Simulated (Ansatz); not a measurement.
# Tl (hcp, Mg type): energy against volume

Tl (hcp, Mg type)

```yaml
crystal:
  lattice:
    - [3.52070, 0.00000, 0.00000]
    - [-1.76035, 3.04902, 0.00000]
    - [0.00000, 0.00000, 5.60254]
  atoms:
    - { symbol: Tl, position: [0.33333, 0.66667, 0.75000] }
    - { symbol: Tl, position: [0.66667, 0.33333, 0.25000] }
```

Equation-of-state scan: isotropic scaling of the cell above, V₀ being its volume. Symmetry pins the atoms to their sites.

Method: r2SCAN (plane waves to 500 eV, PAW, scalar-relativistic; Ansatz, an electronic-structure program). k mesh 15×15×9 (Γ-centred), Fermi-Dirac smearing 0.05 eV. E stands for the smeared free energy. Stress and pressure are positive under compression. With the shape held, the modulus is that of even scaling; a crystal free to change shape is softer. Spin-orbit coupling is left out, though Tl is heavy. The PAW data are Ansatz's earlier set. Tl was relaxed with its symmetry unable to fall. The zero of ΔE is the relaxed starting cell.

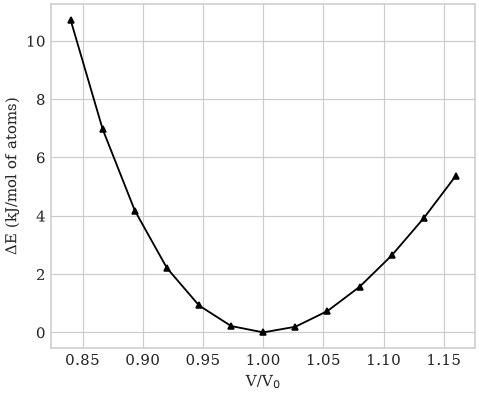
ΔE (kJ/mol of atoms) against V/V₀; computed points joined by lines.

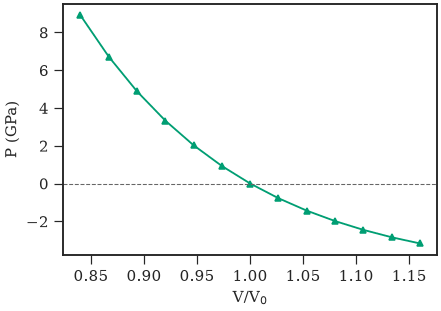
Figure. P (GPa) against V/V₀; computed points joined by lines.

The pressure derivative B₀′ (fit) is 5.4 and the pressure for 5 % compression (fit) is 1.9 GPa. The bulk modulus at fixed cell shape B₀ (third-order Birch-Murnaghan fit) is 31.9 GPa and the equilibrium volume of the fit is 30.07 Å³/atom. The pressure at the smallest volume comes out as 8.9 GPa.

P = (3B₀/2)(x⁷ − x⁵)[1 + ¾(B₀′ − 4)(x² − 1)] with x = (1/0.95)^(1/3), B₀ = 31.9 GPa and B₀′ = 5.41.

(A scan under strain: stresses follow from slopes of the energy per volume, elastic moduli from its curvatures.)
